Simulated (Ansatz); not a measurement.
# BrF2HOTi: two geometries relaxed

Aim: relax the geometries before and after the reaction (1,2-elimination), and see whether they are two minima and how far apart in energy. Meant to form: H4–Br2; to break: Ti1–Br2, H4–O3. The start is a guess near the saddle point, from which both ends are pulled out.

All numbers below are computed with Ansatz 0.2.0 (RKS PBE-D4/def2-SVP).

## Step 1: The starting structure

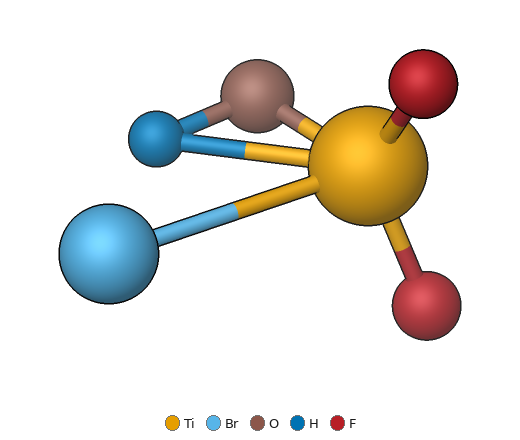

The starting structure, seen from a free direction (titanium amber, bromine blue, oxygen brown, hydrogen blue, fluorine red).

Coordinates:

```xyz
6

Ti   -0.6830    0.2051    0.4249
Br    2.0312    0.4374   -1.0336
O    -0.2964   -1.3058   -0.1104
H     0.8076   -1.1008   -0.6981
F    -1.6624    1.1564   -0.5835
F    -0.1969    0.6077    2.0007
```

## Step 2: Pulling towards end A

Springs on the bonds that form and break draw the guess towards this end; the thresholds are loose.

input.yaml reads:

```yaml
crystal:
  periodic: [false, false, false]
  atoms:
    - { symbol: Ti, position_ang: [-0.683, 0.2051, 0.4249] }
    - { symbol: Br, position_ang: [2.0312, 0.4374, -1.0336] }
    - { symbol: O, position_ang: [-0.2964, -1.3058, -0.1104] }
    - { symbol: H, position_ang: [0.8076, -1.1008, -0.6981] }
    - { symbol: F, position_ang: [-1.6624, 1.1564, -0.5835] }
    - { symbol: F, position_ang: [-0.1969, 0.6077, 2.0007] }
basis:
  gaussian: { orbitals: def2-SVP }
hamiltonian:
  xc: pbe
  dispersion: d4
relax:
  f_tol: 0.15
  max_steps: 25
  restrain:
    - { distance: [3, 1], at: 2.81, k: 30.0 }
    - { distance: [0, 1], at: 2.8, k: 30.0 }
    - { distance: [3, 2], at: 0.97, k: 30.0 }
output:
  orbitals: {}
```

On the command line:

```bash
$ ansatz run input.yaml --threads 2 --pin off --max-ram 3072MiB --backend cpu --events-out ev --progress --plain --runs-dir out
```

Log, cut to the lines that bear on the results:

```text
Warning: RAYON_NUM_THREADS=2 ignored (pool sized by the plan → 2); use --threads N
[...]
Functional definition: PBE
[...]
1222 factors; their error is unknown
[...]
mean field -100623.07871823 eV, -3697.8299381226 hartree, gradient 3.4e-5 eV, S^2 0.000000; 0 other end points of the search recorded, 0 dependent functions left out
[...]
reference -100623.07881456 eV, -3697.8299416627 hartree; 42, 42 occupied and 68, 68 virtual orbitals, 1222 factors
relax step   1: F+E_penalty+E_count = -100623.22419291 eV  Δ(F+E_penalty+E_count) = +0.000e0 eV  max|allowed force component| = 2.241e0 eV/Å  E_restraint = 12.57709492 eV  max|allowed force component, restraints' pulls added| = 2.396e1 eV/Å  Δτ_max = 0.0000 Å  (31 SCF iters, accepted)
[...]
relax step   4: F+E_penalty+E_count = -100624.91993904 eV  Δ(F+E_penalty+E_count) = -5.335e-1 eV  max|allowed force component| = 1.823e0 eV/Å  E_restraint = 0.11940527 eV  max|allowed force component, restraints' pulls added| = 1.344e0 eV/Å  Δτ_max = 0.1980 Å  (39 SCF iters, accepted)
[...]
relax step   5: F+E_penalty+E_count = -100624.94398866 eV  Δ(F+E_penalty+E_count) = -2.405e-2 eV  max|allowed force component| = 1.848e0 eV/Å  E_restraint = 0.08437653 eV  max|allowed force component, restraints' pulls added| = 1.360e-1 eV/Å  Δτ_max = 0.0308 Å  (33 SCF iters, accepted)
  distance H 3 - Br 1 = 2.8188 Å
  distance Ti 0 - Br 1 = 2.7262 Å
  distance H 3 - O 2 = 0.9798 Å
1222 factors; their error is unknown
[...]
mean field -100624.80504576 eV, -3697.8933794891 hartree, gradient 1.5e-5 eV, S^2 0.000000; 1 other end points of the search recorded, 0 dependent functions left out
[...]
reference -100624.80514506 eV, -3697.8933831384 hartree; 42, 42 occupied and 68, 68 virtual orbitals, 1222 factors
Total energy: -100624.94408796 eV, -3697.8984891958 hartree
Atom 0 at    -0.311921     0.360767     0.254364 Å, force     1.847884     0.470571    -0.922208 eV/Å
Atom 1 at     2.074395     0.791194    -0.991486 Å, force    -1.805063    -0.164568     0.976129 eV/Å
Atom 2 at    -0.299309    -1.360738    -0.121608 Å, force    -0.275035     0.069748     0.171393 eV/Å
Atom 3 at     0.521072    -1.532819    -0.628845 Å, force     0.200194    -0.348575    -0.189798 eV/Å
Atom 4 at    -1.684947     1.135853    -0.495891 Å, force     0.079506    -0.036059     0.100517 eV/Å
Atom 5 at    -0.299190     0.605744     1.983467 Å, force    -0.047487     0.008883    -0.136033 eV/Å
Dipole moment:    -0.122907    -0.188642     0.025956 e Å
```

Wall time 33 s (2 threads of AMD EPYC (Zen 3), shared host); peak memory 0.18 GiB.

Relaxation path:

| step | energy from step 1 (eV) | largest force component (eV/Å) |
| --- | --- | --- |
| 1 | 0.0000 | 2.2414 |
| 2 | -0.5308 | 2.6711 |
| 3 | -1.1622 | 2.2834 |
| 4 | -1.6957 | 1.8230 |
| 5 | -1.7198 | 1.8479 |

Step 1 is the start. Energies and forces in the table leave out the springs, which the log lists apart; the run stops on the force with the springs' pull added.

After: Bond lengths: Ti1–Br2 2.726 Å, Ti1–O3 1.762 Å, O3–H4 0.980 Å, Ti1–F5 1.746 Å, Ti1–F6 1.746 Å. Angles: Br2–Ti1–O3 92.9°, Br2–Ti1–F5 115.0°, Br2–Ti1–F6 115.1°, O3–Ti1–F5 110.3°, O3–Ti1–F6 110.4°, F5–Ti1–F6 111.6°, Ti1–O3–H4 106.7°.

Pairs that crossed the distance rule for bonds on the way: came closer O3–H4.

## Step 3: End point A

It starts where the restrained run ended.

input.yaml reads:

```yaml
crystal:
  periodic: [false, false, false]
  atoms:
    - { symbol: Ti, position_ang: [-0.311921, 0.360767, 0.254364] }
    - { symbol: Br, position_ang: [2.074395, 0.791194, -0.991486] }
    - { symbol: O, position_ang: [-0.299309, -1.360738, -0.121608] }
    - { symbol: H, position_ang: [0.521072, -1.532819, -0.628845] }
    - { symbol: F, position_ang: [-1.684947, 1.135853, -0.495891] }
    - { symbol: F, position_ang: [-0.29919, 0.605744, 1.983467] }
basis:
  gaussian: { orbitals: def2-SVP }
hamiltonian:
  xc: pbe
  dispersion: d4
relax:
  f_tol: 0.03
  max_steps: 50
```

On the command line:

```bash
$ ansatz run input.yaml --threads 2 --pin off --max-ram 3072MiB --backend cpu --events-out ev --progress --plain --runs-dir out
```

Log, cut to the lines that bear on the results:

```text
Warning: RAYON_NUM_THREADS=2 ignored (pool sized by the plan → 2); use --threads N
[...]
[... 1 set-up line as earlier in the session ...]
[...]
1222 factors; their error is unknown
[...]
mean field -100624.80505486 eV, -3697.8933798235 hartree, gradient 5.9e-5 eV, S^2 0.000000; 0 other end points of the search recorded, 0 dependent functions left out
[...]
reference -100624.80515416 eV, -3697.8933834729 hartree; 42, 42 occupied and 68, 68 virtual orbitals, 1222 factors
relax step   1: F+E_penalty+E_count = -100624.94399776 eV  Δ(F+E_penalty+E_count) = +0.000e0 eV  max|allowed force component| = 1.848e0 eV/Å  Δτ_max = 0.0000 Å  (30 SCF iters, accepted)
[...]
relax step   4: F+E_penalty+E_count = -100625.52134991 eV  Δ(F+E_penalty+E_count) = -8.303e-2 eV  max|allowed force component| = 5.744e-1 eV/Å  Δτ_max = 0.1950 Å  (37 SCF iters, accepted)
[...]
relax step   7: F+E_penalty+E_count = -100625.58616755 eV  Δ(F+E_penalty+E_count) = -1.321e-2 eV  max|allowed force component| = 6.666e-2 eV/Å  Δτ_max = 0.0583 Å  (32 SCF iters, accepted)
[...]
relax step  10: F+E_penalty+E_count = -100625.59246689 eV  Δ(F+E_penalty+E_count) = -3.377e-3 eV  max|allowed force component| = 2.489e-1 eV/Å  Δτ_max = 0.1171 Å  (35 SCF iters, accepted)
[...]
relax step  12: F+E_penalty+E_count = -100625.59351805 eV  Δ(F+E_penalty+E_count) = -7.658e-4 eV  max|allowed force component| = 9.940e-2 eV/Å  Δτ_max = 0.0334 Å  (33 SCF iters, accepted)
[...]
relax step  13: F+E_penalty+E_count = -100625.59457527 eV  Δ(F+E_penalty+E_count) = -1.057e-3 eV  max|allowed force component| = 2.741e-1 eV/Å  Δτ_max = 0.0356 Å  (32 SCF iters, accepted)
[...]
1222 factors; their error is unknown
```

## Step 4: The log goes on: end point A relaxed

The log, continued, cut to the lines that bear on the results:

```text
mean field -100625.45360784 eV, -3697.9172137058 hartree, gradient 1.6e-5 eV, S^2 0.000000; 0 other end points of the search recorded, 0 dependent functions left out
[...]
reference -100625.45370762 eV, -3697.9172173728 hartree; 42, 42 occupied and 68, 68 virtual orbitals, 1222 factors
relax step  14: F+E_penalty+E_count = -100625.59802483 eV  Δ(F+E_penalty+E_count) = -3.450e-3 eV  max|allowed force component| = 1.280e-1 eV/Å  Δτ_max = 0.0348 Å  (31 SCF iters, accepted)
[...]
relax step  20: F+E_penalty+E_count = -100625.60732323 eV  Δ(F+E_penalty+E_count) = -1.868e-4 eV  max|allowed force component| = 3.089e-2 eV/Å  Δτ_max = 0.0136 Å  (31 SCF iters, accepted)
[...]
relax step  21: F+E_penalty+E_count = -100625.60738589 eV  Δ(F+E_penalty+E_count) = -6.266e-5 eV  max|allowed force component| = 8.792e-3 eV/Å  Δτ_max = 0.0052 Å  (32 SCF iters, accepted)
1222 factors; their error is unknown
mean field -100625.46318573 eV, -3697.9175656869 hartree, gradient 1.4e-5 eV, S^2 0.000000; 1 other end points of the search recorded, 0 dependent functions left out
[...]
reference -100625.46328522 eV, -3697.9175693431 hartree; 42, 42 occupied and 68, 68 virtual orbitals, 1222 factors
Total energy: -100625.60748538 eV, -3697.9228686013 hartree
Atom 0 at    -0.076243     0.361533     0.207308 Å, force    -0.005783    -0.008792    -0.000655 eV/Å
Atom 1 at     1.864777     1.346060    -0.719605 Å, force     0.001173     0.002659    -0.001122 eV/Å
Atom 2 at    -0.000356    -1.390595    -0.005154 Å, force     0.000715    -0.003435    -0.002029 eV/Å
Atom 3 at    -0.112559    -2.001762    -0.755417 Å, force    -0.000197     0.008265     0.005468 eV/Å
Atom 4 at    -1.473665     0.976966    -0.641563 Å, force     0.002933     0.001464    -0.000598 eV/Å
Atom 5 at    -0.201853     0.707798     1.914432 Å, force     0.001159    -0.000161    -0.001065 eV/Å
Dipole moment:    -0.092513    -0.431539    -0.257588 e Å
```

Wall time 2.3 min (2 threads of AMD EPYC (Zen 3), shared host); peak memory 0.18 GiB.

The steps of the relaxation:

| step | energy from step 1 (eV) | largest force component (eV/Å) |
| --- | --- | --- |
| 1 | 0.0000 | 1.8477 |
| 2 | -0.4676 | 0.4398 |
| 3 | -0.4943 | 0.8698 |
| 4 | -0.5774 | 0.5744 |
| 5 | -0.6099 | 0.2458 |
| 6 | -0.6290 | 0.5474 |
| 7 | -0.6422 | 0.0667 |
| 8 | -0.6440 | 0.0899 |
| 9 | -0.6451 | 0.0903 |
| 10 | -0.6485 | 0.2489 |
| 11 | -0.6488 | 0.2965 |
| 12 | -0.6495 | 0.0994 |
| 13 | -0.6506 | 0.2741 |
| 14 | -0.6540 | 0.1280 |
| 15 | -0.6571 | 0.1019 |
| 16x | -0.5783 | 1.9389 |
| 17 | -0.6582 | 0.1487 |
| 18 | -0.6601 | 0.3877 |
| 19 | -0.6631 | 0.0423 |
| 20 | -0.6633 | 0.0309 |
| 21 | -0.6634 | 0.0088 |

Step 1 is the start. 1 step was tried and not accepted (marked x).

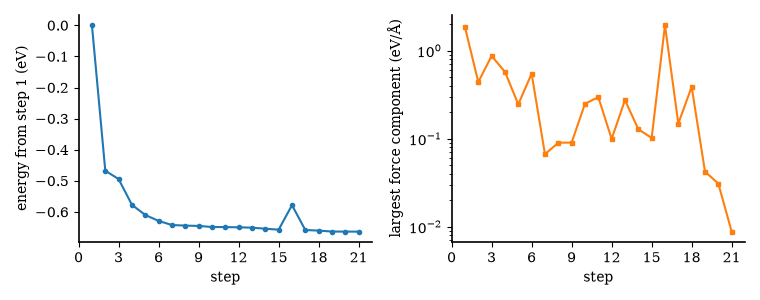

How energy and force went from step to step.

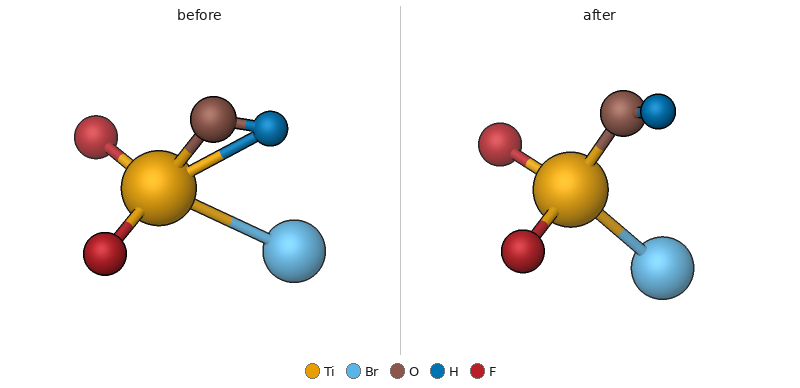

Before and after, at one scale.

After: Bond lengths: Ti1–Br2 2.366 Å, Ti1–O3 1.767 Å, O3–H4 0.974 Å, Ti1–F5 1.747 Å, Ti1–F6 1.746 Å. Angles: Br2–Ti1–O3 109.3°, Br2–Ti1–F5 108.6°, Br2–Ti1–F6 111.1°, O3–Ti1–F5 109.0°, O3–Ti1–F6 108.5°, F5–Ti1–F6 110.3°, Ti1–O3–H4 135.2°.

Pairs that crossed the distance rule for bonds on the way: moved apart Ti1–H4.

[end of part 1 of 2]
